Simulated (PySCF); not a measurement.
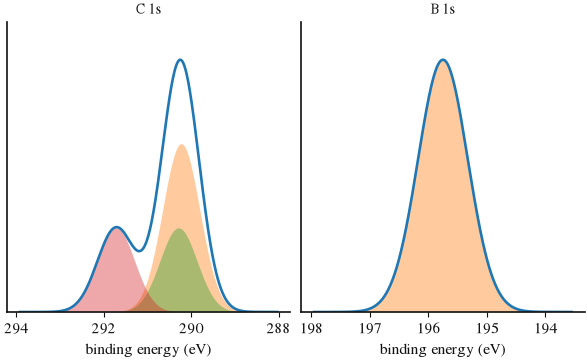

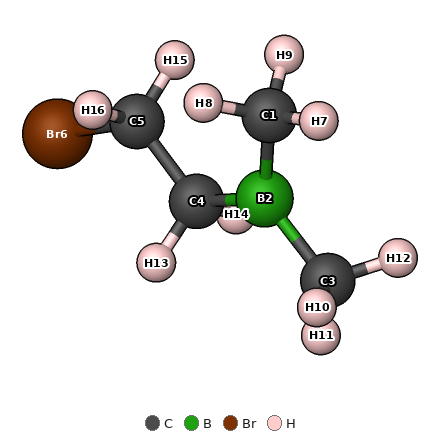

Simulated XPS of C₄H₁₀BBr, SMILES CB(C)CCBr. Vertical core-electron binding energies by ΔSCF (SCAN, pcX-2 on the ionised atom, pcseg-1 elsewhere, spin-free X2C; PySCF, at a PBE0-D3(BJ)/def2-SVP geometry (no frequency check)), gas phase, against the vacuum level. One atom of each kind was ionised; within a panel, areas follow the number of like atoms, each panel is scaled alone, Gaussians of 1.0 eV full width. Only the regions named are shown. Lines closer than the width merge in the curve. The order of lines from different atoms under 0.3 eV apart is within the error of the method.

Question: Which atoms give which peak?

Answer:
```
level   atoms  binding energy (eV)
 C 1s      C5                291.7
 C 1s      C4                290.3
 C 1s  C1, C3                290.2
 B 1s      B2                195.8
```

Question: How large is the chemical shift across the C 1s region?

Answer: 1.5 eV, from C1, C3 at 290.2 eV to C5 at 291.7 eV.

Note: one conformer of a flexible molecule.
